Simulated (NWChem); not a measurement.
# the pair CdCl2···BH3O2, step by step

Aim: a single-point energy (singlet CdBH3Cl2O2, BLYP-D3(0)/3-21G), then a single-point energy (singlet CdCl2, BLYP-D3(0)/3-21G), then a single-point energy (singlet BH3O2, BLYP-D3(0)/3-21G), then the energy (singlet CdCl2, BLYP-D3(0)/3-21G), then the energy (singlet BH3O2, BLYP-D3(0)/3-21G) of BCdCl2H3O2 and its partners. 

The calculation is run with NWChem 7.3.0.

## 1. Starting point

The species is CdBH3Cl2O2 (9 atoms), meant as a singlet with charge 0. The two molecules were placed rigidly side by side, at 0.8 times their contact distance; the pair isn't optimised.

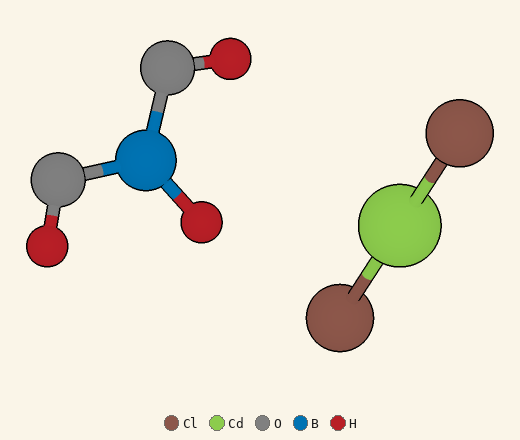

Viewed from a chosen angle; chlorine brown, cadmium green, oxygen grey, boron blue, hydrogen red.

## 2. A single-point energy at BLYP-D3(0)/3-21G (run 1)

bcdcl2h3o2.nw reads:

```
start bcdcl2h3o2
title "BCdCl2H3O2 BLYP"
memory stack 880 mb heap 220 mb global 1100 mb
charge 0
geometry units angstrom noautosym nocenter noautoz
  Cl    1.531530    1.350630    0.977930
  Cd   -0.000170    0.000230   -0.000070
  Cl   -1.531370   -1.350870   -0.977870
  O    -2.694950    2.736160   -1.679810
  B    -3.326570    1.734440   -1.018510
  O    -4.455960    2.064840   -0.343900
  H    -1.906290    2.438550   -2.134800
  H    -2.904980    0.606210   -1.029650
  H    -4.853240    1.315110    0.100660
end
basis spherical bse
  * library 3-21G
end
dft
  xc becke88 lyp
  disp vdw 3
  grid fine
  convergence energy 1e-08
  iterations 100
  mulliken
  noprint "final vectors analysis"
end
task dft energy
```

Launch:

```
nwchem bcdcl2h3o2.nw > bcdcl2h3o2.out
```

Standard output:

```text
[...]
          Wavefunction type:  closed shell.
          No. of atoms     :     9
          No. of electrons :   106
[...]
          Charge           :     0
          Spin multiplicity:     1
[...]
          AO basis - number of functions:    95
[...]
              XC Information
              --------------
                    Becke 1988 Exchange Functional  1.000
              Lee-Yang-Parr Correlation Functional  1.000
[...]
 d= 0,ls=0.0,diis     1  -6534.3928986887 -7.25D+03  2.98D-02  1.44D+00     1.6
[...]
 d= 0,ls=0.0,diis    11  -6534.5625129804 -1.96D-09  2.68D-07  1.08D-09    11.7
         Total DFT energy =    -6534.562512980409
      One electron energy =   -10452.202203069339
           Coulomb energy =     3430.709373488105
    Exchange-Corr. energy =     -229.730442006812
 Nuclear repulsion energy =      716.668498777624
    Dispersion correction =       -0.007740169989
[...]
      Total Density - Mulliken Population Analysis
     ---------------------------------------------
    Atom       Charge   Shell Charges
 -----------   ------   -------------------------------------------------------
    1 Cl  17    17.30   2.00  1.95  5.89  1.19  3.06  0.85  2.36
    2 Cd  48    47.42   2.00  2.00  6.00  2.00  6.00  2.00  5.96  0.89  0.62 -0.06  0.04  9.88  6.91  3.18
    3 Cl  17    17.31   2.00  1.95  5.89  1.18  3.07  0.85  2.36
    4 O    8     8.50   1.98  0.43  2.18  1.45  2.45
    5 B    5     4.66   1.98  0.39  1.30  0.41  0.57
    6 O    8     8.49   1.98  0.43  2.18  1.45  2.45
    7 H    1     0.64   0.45  0.19
    8 H    1     1.04   0.46  0.58
    9 H    1     0.64   0.45  0.20
[...]
```

Run time: 13 s. Hardware: 1 thread of AMD EPYC 9R14 (Zen 4), shared host; peak memory 0.13 GiB.

## 3. CdCl2: a single-point energy at BLYP-D3(0)/3-21G (run 2)

geom.nw reads:

```
start geom
title "CdCl2 energy"
memory stack 880 mb heap 220 mb global 1100 mb

geometry noautosym nocenter noautoz
 Cl    1.531530    1.350630    0.977930
 Cd   -0.000170    0.000230   -0.000070
 Cl   -1.531370   -1.350870   -0.977870
end

basis spherical bse
 * library 3-21G
end

dft
 xc becke88 lyp
 disp vdw 3
 grid fine
 convergence energy 1e-08
 maxiter 100
 mulliken
 print low
end

task dft energy
```

Launch:

```
nwchem geom.nw > geom.out
```

Standard output:

```text
[...]
 d= 0,ls=0.0,diis     1  -6358.3370954756 -6.77D+03  3.55D-02  5.94D-01     0.7
[...]
 d= 0,ls=0.0,diis     8  -6358.4007325482  2.73D-09  3.20D-06  2.94D-08     3.6
         Total DFT energy =    -6358.400732548220
      One electron energy =    -9609.919670312964
           Coulomb energy =     3043.708048177750
    Exchange-Corr. energy =     -207.401214525004
 Nuclear repulsion energy =      415.212656396117
    Dispersion correction =       -0.000552284120
[...]
      Total Density - Mulliken Population Analysis
     ---------------------------------------------
    Atom       Charge   Shell Charges
 -----------   ------   -------------------------------------------------------
    1 Cl  17    17.31   2.00  1.95  5.89  1.18  3.06  0.85  2.37
    2 Cd  48    47.38   2.00  2.00  6.00  2.00  6.00  2.00  5.96  0.88  0.62 -0.07  0.02  9.88  6.91  3.18
    3 Cl  17    17.31   2.00  1.95  5.89  1.18  3.06  0.85  2.37
[...]
```

Wall time 4.5 s (1 thread of AMD EPYC 9R14 (Zen 4), shared host); peak memory 0.12 GiB.

## 4. BH3O2: a single-point energy at BLYP-D3(0)/3-21G (run 3)

nw.nw reads:

```
start nw
title "BH3O2 BLYP"
memory stack 880 mb heap 220 mb global 1100 mb
charge 0

geometry noautosym nocenter noautoz
 O    -2.694950    2.736160   -1.679810
 B    -3.326570    1.734440   -1.018510
 O    -4.455960    2.064840   -0.343900
 H    -1.906290    2.438550   -2.134800
 H    -2.904980    0.606210   -1.029650
 H    -4.853240    1.315110    0.100660
end

basis "ao basis" spherical bse
 * library 3-21G
end

dft
 xc becke88 lyp
 disp vdw 3
 grid fine
 convergence energy 1e-08
 maxiter 100
 mulliken
 print low
end

task dft energy
```

Launch:

```
nwchem nw.nw > nw.out
```

Standard output:

```text
[...]
 d= 0,ls=0.0,diis     1   -176.0586610611 -2.43D+02  4.98D-02  8.28D-01     0.3
[...]
 d= 0,ls=0.0,diis    10   -176.1616959808 -3.57D-11  2.10D-07  9.76D-11     1.4
         Total DFT energy =     -176.161695980832
      One electron energy =     -373.286697852889
           Coulomb energy =      152.743844541147
    Exchange-Corr. energy =      -22.322465880764
 Nuclear repulsion energy =       66.705384467580
    Dispersion correction =       -0.001761255906
[...]
      Total Density - Mulliken Population Analysis
     ---------------------------------------------
    Atom       Charge   Shell Charges
 -----------   ------   -------------------------------------------------------
    1 O    8     8.50   1.98  0.43  2.18  1.45  2.45
    2 B    5     4.64   1.98  0.39  1.29  0.41  0.57
    3 O    8     8.50   1.98  0.43  2.18  1.45  2.45
    4 H    1     0.64   0.45  0.20
    5 H    1     1.07   0.47  0.61
    6 H    1     0.64   0.45  0.20
[...]
```

Wall time 2 s (1 thread of AMD EPYC 9R14 (Zen 4), shared host); peak memory 0.12 GiB.

## 5. CdCl2 among ghost functions: a single-point energy at BLYP-D3(0)/3-21G (with ghost functions) (run 4)

work.nw reads:

```
start work
title "CdCl2 BLYP"
memory stack 880 mb heap 220 mb global 1100 mb
geometry units atomic noautosym nocenter noautoz
  Cl   2.89417225   2.55232080   1.84801987
  Cd  -0.00032125   0.00043464  -0.00013228
  Cl  -2.89386990  -2.55277433  -1.84790649
  bqO     -5.092717     5.170593    -3.174381
  bqB     -6.286306     3.277617    -1.924705
  bqO     -8.420544     3.901982    -0.649877
  bqH     -3.602366     4.608192    -4.034187
  bqH     -5.489617     1.145571    -1.945757
  bqH     -9.171294     2.485198     0.190220
end
basis spherical bse
  Cl library 3-21G
  Cd library 3-21G
  bqO library O 3-21G
  bqB library B 3-21G
  bqH library H 3-21G
end
dft
  xc becke88 lyp
  mult 1
  disp vdw 3
  grid fine
  convergence energy 1e-08
  maxiter 100
  mulliken
  print low
end
task dft energy
```

Launch:

```
nwchem work.nw > work.out
```

Standard output:

```text
[...]
 d= 0,ls=0.0,diis     1  -6358.3401588691 -6.77D+03  2.34D-02  5.98D-01     1.5
[...]
 d= 0,ls=0.0,diis    10  -6358.4040913446 -1.91D-11  4.91D-08  2.83D-11    10.4
         Total DFT energy =    -6358.404091344593
      One electron energy =    -9609.857819757670
           Coulomb energy =     3043.638039645771
    Exchange-Corr. energy =     -207.396385118579
 Nuclear repulsion energy =      415.212626169884
    Dispersion correction =       -0.000552284000
[...]
      Total Density - Mulliken Population Analysis
     ---------------------------------------------
    Atom       Charge   Shell Charges
 -----------   ------   -------------------------------------------------------
    1 Cl  17    17.31   2.00  1.95  5.89  1.18  3.06  0.85  2.37
    2 Cd  48    47.37   2.00  2.00  6.00  2.00  6.00  2.00  5.96  0.89  0.62 -0.07  0.02  9.88  6.91  3.18
    3 Cl  17    17.31   2.00  1.95  5.89  1.19  3.06  0.85  2.37
    4 X    0    -0.00  -0.00  0.00 -0.00 -0.00 -0.00
    5 X    0     0.01  -0.00 -0.00 -0.00  0.01  0.01
    6 X    0    -0.00   0.00  0.00 -0.00 -0.00 -0.00
    7 X    0     0.00  -0.00  0.00
    8 X    0    -0.01  -0.00 -0.01
    9 X    0     0.00   0.00  0.00
[...]
```

Run time: 11 s. Hardware: 1 thread of AMD EPYC 9R14 (Zen 4), shared host; peak memory 0.13 GiB.

## 6. BH3O2 among ghost functions: a single-point energy at BLYP-D3(0)/3-21G (with ghost functions) (run 5)

job.nw reads:

```
start job
title "BH3O2"
memory stack 880 mb heap 220 mb global 1100 mb

geometry units atomic noautosym nocenter noautoz
  O   -5.09271742   5.17059303  -3.17438084
  B   -6.28630623   3.27761658  -1.92470496
  O   -8.42054402   3.90198209  -0.64987681
  H   -3.60236601   4.60819164  -4.03418733
  H   -5.48961660   1.14557087  -1.94575650
  H   -9.17129442   2.48519772   0.19021983
  bqCl     2.894172     2.552321     1.848020
  bqCd    -0.000321     0.000435    -0.000132
  bqCl    -2.893870    -2.552774    -1.847906
end

basis "ao basis" spherical bse
  O library 3-21G
  B library 3-21G
  H library 3-21G
  bqCl library Cl 3-21G
  bqCd library Cd 3-21G
end

dft
  xc becke88 lyp
  disp vdw 3
  grid fine
  convergence energy 1e-08
  maxiter 100
  mulliken
  print low
end

task dft energy
```

Launch:

```
nwchem job.nw > job.out
```

Standard output:

```text
[...]
 d= 0,ls=0.0,diis     1   -176.0607688909 -2.43D+02  1.74D-02  8.29D-01     1.2
[...]
 d= 0,ls=0.0,diis    11   -176.1641101612 -9.56D-11  8.93D-08  2.00D-10    10.0
         Total DFT energy =     -176.164110161206
      One electron energy =     -373.225063666256
           Coulomb energy =      152.673385065431
    Exchange-Corr. energy =      -22.316049968941
 Nuclear repulsion energy =       66.705379664761
    Dispersion correction =       -0.001761256201
[...]
      Total Density - Mulliken Population Analysis
     ---------------------------------------------
    Atom       Charge   Shell Charges
 -----------   ------   -------------------------------------------------------
    1 O    8     8.50   1.98  0.43  2.18  1.45  2.45
    2 B    5     4.63   1.98  0.39  1.29  0.40  0.56
    3 O    8     8.50   1.98  0.43  2.18  1.45  2.45
    4 H    1     0.64   0.45  0.19
    5 H    1     1.06   0.47  0.59
    6 H    1     0.64   0.45  0.20
    7 X    0    -0.00   0.00 -0.00 -0.00  0.00  0.00 -0.00 -0.00
    8 X    0     0.04  -0.00 -0.00 -0.00 -0.00 -0.00 -0.00 -0.00 -0.00  0.00  0.01  0.03 -0.00 -0.00  0.00
    9 X    0     0.00   0.00  0.00 -0.00  0.00 -0.00 -0.00  0.00
[...]
```

Wall time 11 s (1 thread of AMD EPYC 9R14 (Zen 4), shared host); peak memory 0.13 GiB.

## 7. What came out

```
                                                                                                                  quantity           value
                                                                                     run 1, BLYP-D3(0)/3-21G: total energy  -6534.56251 Eh
                                                                                    run 1, BLYP-D3(0)/3-21G: dipole moment          2.26 D
                                                                                run 1, BLYP-D3(0)/3-21G: dispersion energy   -20.32 kJ/mol
                                                                                                       CdCl2: total energy  -6358.40073 Eh
                                                                                                  CdCl2: dispersion energy    -1.45 kJ/mol
                                                                                                       BH3O2: total energy   -176.16170 Eh
                                                                                                  BH3O2: dispersion energy    -4.62 kJ/mol
                                                                                 CdCl2 among ghost functions: total energy  -6358.40409 Eh
                                                                            CdCl2 among ghost functions: dispersion energy    -1.45 kJ/mol
                                                                                 BH3O2 among ghost functions: total energy   -176.16411 Eh
                                                                            BH3O2 among ghost functions: dispersion energy    -4.62 kJ/mol
              interaction energy of the rigid parts CdCl2 and BH3O2 (parts in their own basis; closest atoms 2.39 Å apart)       -0.002 eV
interaction energy of the rigid parts CdCl2 and BH3O2 (parts in the whole basis, counterpoise; closest atoms 2.39 Å apart)        0.155 eV
```

**Reading.** The interaction energy of the rigid parts CdCl2 and BH3O2 (parts in their own basis; closest atoms 2.39 Å apart) is −0.00 eV (−0.2 kJ/mol). Without counterpoise this holds the superposition error of the basis. The interaction energy of the rigid parts CdCl2 and BH3O2 (parts in the whole basis, counterpoise; closest atoms 2.39 Å apart) is 0.15 eV (14.9 kJ/mol): the parts repel at this shape. The basis-set superposition error is 15.2 kJ/mol. It is larger than the uncorrected attraction, which is thus an artefact of the basis. Relativity is left out (run 1, BLYP-D3(0)/3-21G) although the molecule holds a heavy atom. Mulliken charges (CdCl2) run from -0.31 on Cl1 to +0.62 on Cd2; they depend strongly on the basis. Relativity is left out (CdCl2) although the molecule holds a heavy atom.
